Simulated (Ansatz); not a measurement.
# FGeH3O: energies of removing a hydrogen

A script is to give energies of removing a hydrogen; the system is FGeH3O.

Computed with Ansatz 0.2.0, driven from Python. Level of theory: r2SCAN0/6-31G*.

## 1. The structure

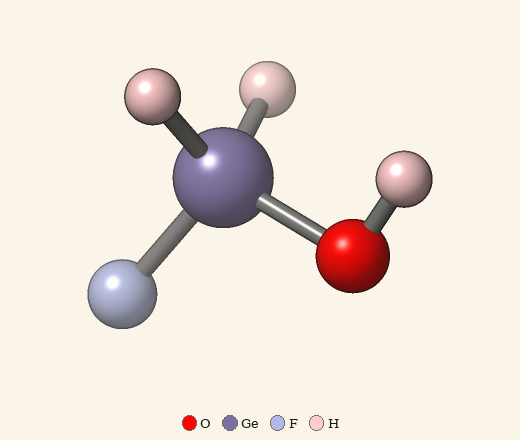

The structure that the script starts from, seen from a chosen angle (oxygen red, germanium purple, fluorine light blue, hydrogen pink).

No structure file is read: the coordinates are typed or built in the script.

## 2. The code

bde_fgeh3o.py reads:

```python
"""X-H bond energies of FGeH3O without relaxation."""

import ansatz


def total_energy(molecule, charge=0, unpaired=0):
    calc = molecule.calculation().basis(gaussian="6-31G*").functional("r2scan0").accuracy("medium")
    if charge:
        calc = calc.charge(charge)
    if unpaired:
        calc = calc.spin("collinear", total=unpaired)
    return calc.run(threads=1, backend="cpu").report["free_energy_ev"]

def without(molecule, index):
    rest = ansatz.Crystal.molecule()
    for i, site in enumerate(molecule.cartesian_sites):
        if i != index:
            rest = rest.atom(site.symbol, site.position_ang)
    return rest

molecule = (
    ansatz.Crystal.molecule()
    .atom("O", [-1.1244, -0.6732, -0.5309])
    .atom("Ge", [0.3367, 0.0024, 0.1696])
    .atom("F", [1.2823, -1.3306, 0.7438])
    .atom("H", [-1.5864, 0.1889, -0.8502])
    .atom("H", [1.1346, 0.7799, -0.9262])
    .atom("H", [-0.0007, 0.9685, 1.3477])
)

whole = total_energy(molecule, 0)
hydrogen = total_energy(ansatz.Crystal.molecule().atom("H", (0, 0, 0)), 0, 1)
print(f"E(molecule) = {whole:.5f} eV, E(H) = {hydrogen:.5f} eV")
for index in [3, 5]:
    radical = total_energy(without(molecule, index), 0, 1)
    print(f"H{index}: homolysis {(radical + hydrogen - whole):.3f} eV")
    anion = total_energy(without(molecule, index), -1)
    print(f"H{index}: loss of a proton {(anion - whole):.3f} eV")
```

## 3. The input behind the calls

The engine receives this input (first run):

```yaml
crystal:
  periodic: [false, false, false]
  atoms:
    - { symbol: O, position_ang: [-1.1244, -0.6732, -0.5309] }
    - { symbol: Ge, position_ang: [0.3367, 0.0024, 0.1696] }
    - { symbol: F, position_ang: [1.2823, -1.3306, 0.7438] }
    - { symbol: H, position_ang: [-1.5864, 0.1889, -0.8502] }
    - { symbol: H, position_ang: [1.1346, 0.7799, -0.9262] }
    - { symbol: H, position_ang: [-0.0007, 0.9685, 1.3477] }
accuracy: medium
basis:
  gaussian:
    orbitals: "6-31G*"
hamiltonian:
  xc: r2scan0
```

## 4. Launch

Command:

```console
python bde_fgeh3o.py
```

What it wrote:

```text
E(molecule) = -61320.30482 eV, E(H) = -13.55743 eV
H3: homolysis 4.635 eV
H3: loss of a proton 16.073 eV
H5: homolysis 3.656 eV
H5: loss of a proton 16.547 eV
```

It took 32 s on 1 thread of Arm Neoverse V1, shared host; peak memory 0.27 GiB.

## 5. Inputs of later runs

The engine's inputs for some of the other runs:

Run 2, against run 1:

```diff
@@ -4,6 +4 @@
-    - { symbol: O, position_ang: [-1.1244, -0.6732, -0.5309] }
-    - { symbol: Ge, position_ang: [0.3367, 0.0024, 0.1696] }
-    - { symbol: F, position_ang: [1.2823, -1.3306, 0.7438] }
-    - { symbol: H, position_ang: [-1.5864, 0.1889, -0.8502] }
-    - { symbol: H, position_ang: [1.1346, 0.7799, -0.9262] }
-    - { symbol: H, position_ang: [-0.0007, 0.9685, 1.3477] }
+    - { symbol: H, position_ang: [0.0, 0.0, 0.0] }
@@ -15,0 +11,3 @@
+magnetization:
+  spin_polarized: true
+  initial_magnetization: 1.0
```

Run 5, against run 1:

```diff
@@ -9 +8,0 @@
-    - { symbol: H, position_ang: [-0.0007, 0.9685, 1.3477] }
@@ -15,0 +15,3 @@
+magnetization:
+  spin_polarized: true
+  initial_magnetization: 1.0
```

Run 6, against run 1:

```diff
@@ -9 +8,0 @@
-    - { symbol: H, position_ang: [-0.0007, 0.9685, 1.3477] }
@@ -15,0 +15 @@
+total_charge: -1.0
```

## 6. What the script built

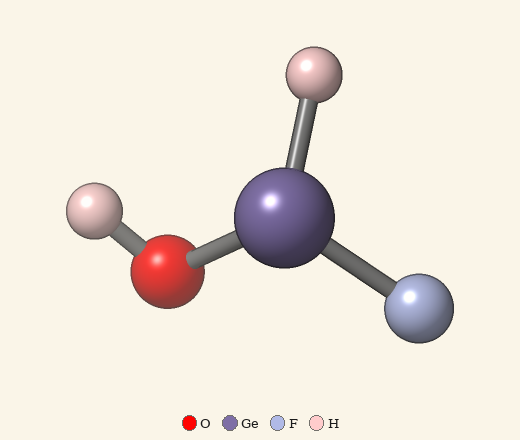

The system of run 6 as the script built it (5 atoms; oxygen red, germanium purple, fluorine light blue, hydrogen pink).

## 7. Run by run

One row for each of the 6 runs:

| run | system | unpaired or total moment | energy (eV) | <S²> | SCF cycles | CPU time (s) |
| --- | --- | --- | --- | --- | --- | --- |
| 1 | FGeH3O | not set | -61320.3048 | 0.00 | 16 | 3.7 |
| 2 | H | 1 | -13.5574 | 0.75 | 8 | 0.29 |
| 3 | FGeH2O | 1 | -61302.1122 | 0.76 | 46 | 14 |
| 4 | FGeH2O, charge -1 | not set | -61304.2314 | 0.00 | 17 | 3.6 |
| 5 | FGeH2O | 1 | -61303.0911 | 0.75 | 20 | 6.3 |
| 6 | FGeH2O, charge -1 | not set | -61303.7578 | 0.00 | 17 | 3.6 |

Totals carry meaning only in balanced differences at one level of theory.

## 8. Outcome

```
                                              quantity                          value
weakest bond to hydrogen among those tried (homolysis)  H5 (counted from 0), 3.656 eV
            easiest loss of a proton among those tried                  H3, 16.073 eV
                                         runs compared                              6
```

In words: Atoms are numbered as in the script, from 0. The fragments aren't relaxed and zero-point energy is left out, so these aren't bond dissociation enthalpies. Losing a bare proton in the gas phase costs far more than homolysis, as charges must be parted. All 6 runs converged (8 to 46 cycles). Caveats:
- The geometry is a force-field or estimated start, not a minimum of this method, and the basis set is short of its limit. All parts are taken at fixed geometry, without zero-point energy.
- Anions want diffuse functions, which this basis lacks.
